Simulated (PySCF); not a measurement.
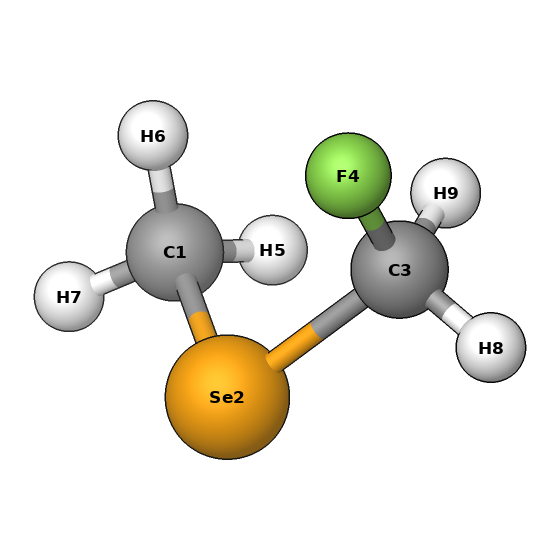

Geometry: an image of a reaction path computed with GFN2-xTB, not a minimum. Method: B3LYP/pcJ-1 (pcSseg-1 on Se) indirect spin-spin coupling, non-relativistic, gas phase (PySCF 2.14.0). Isotopes: 13C, 19F, 1H.

Give the spin–spin coupling constants of these pairs, with the number of bonds between them: C1/H7, C3/H9, F4/H8, F4/H9, C3/H7, C3/H5.

| pair | bonds apart | J (Hz) |
| --- | --- | --- |
| C1, H7 | 1 | 147.7 |
| C3, H9 | 1 | 171.6 |
| F4, H8 | 2 | 58.3 |
| F4, H9 | 2 | 55.5 |
| C3, H7 | 3 | 10.2 |
| C3, H5 | 3 | 0.6 |

Density functionals are unreliable for couplings to fluorine, so those rows may be far off.
